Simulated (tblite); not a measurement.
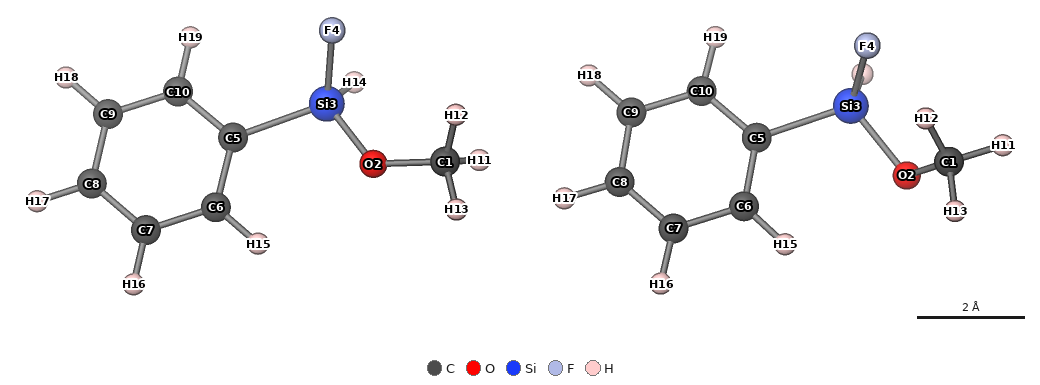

Two geometries of C₇H₉FOSi, drawn at one scale. One is the start of a relaxation, the other its converged end. A ball-and-stick model, seen at a tilt.

The calculation used GFN2-xTB geometry optimisation, gas phase (tblite 0.8.0). 

> Which geometry has the lower energy?

The left one is the relaxed one. H12 moves most after the best rigid fit: 0.94 Å. Largest moves by element: H 0.94 Å, O 0.82 Å, F 0.44 Å, C 0.30 Å, Si 0.22 Å. Near-neighbour distances that change, for instance: Si3–F4 1.703 → 1.621 Å, O2–Si3 1.691 → 1.612 Å, C1–H13 1.125 → 1.090 Å, C7–H16 1.107 → 1.081 Å. Among the angles between lasting bonds that change: C1–O2–Si3 107.9° → 128.8°, F4–Si3–H14 110.7° → 102.0°, C5–Si3–H14 110.2° → 116.1°. Groups turn about O2–Si3 by about 55°, C1–O2 by about 35°. The energy falls by 75.1 kJ/mol in 113 geometry steps.
